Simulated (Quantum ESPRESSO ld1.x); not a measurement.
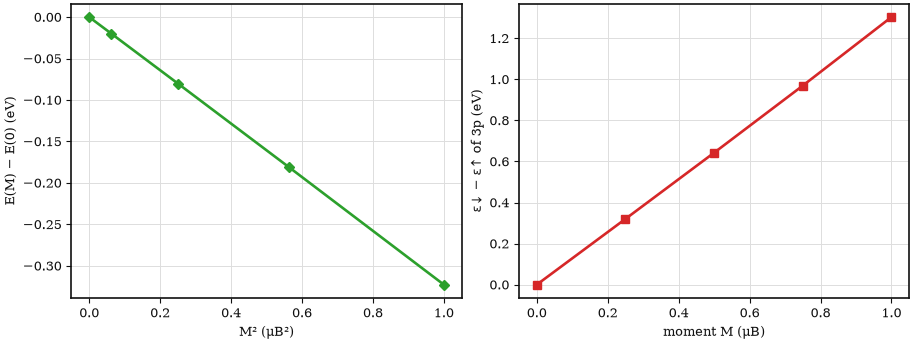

For S³⁺ in [Ne] 3s2 3p1, the spin moment of the 3p shell is fixed at a series of values. Computed with Quantum ESPRESSO ld1.x 7.5: scalar-relativistic Kohn-Sham, LDA (Slater exchange, Perdew-Zunger correlation), spin-polarised, spherical densities, point nucleus. The plot shows the energy and the exchange splitting.

What is the spin-polarisation energy, and which exchange integral follows?

Answer. The energy falls with the moment, to −0.323 eV at M = 1 μB, the largest moment run; with one electron or hole in the shell the exact energy would hardly depend on M, so most of the fall is the functional's fractional-spin error. A fit E = −I M²/4 gives an exchange integral I of about 1.3 eV, and the exchange splitting grows nearly in proportion to M, to 1.30 eV (1.3 eV per μB).
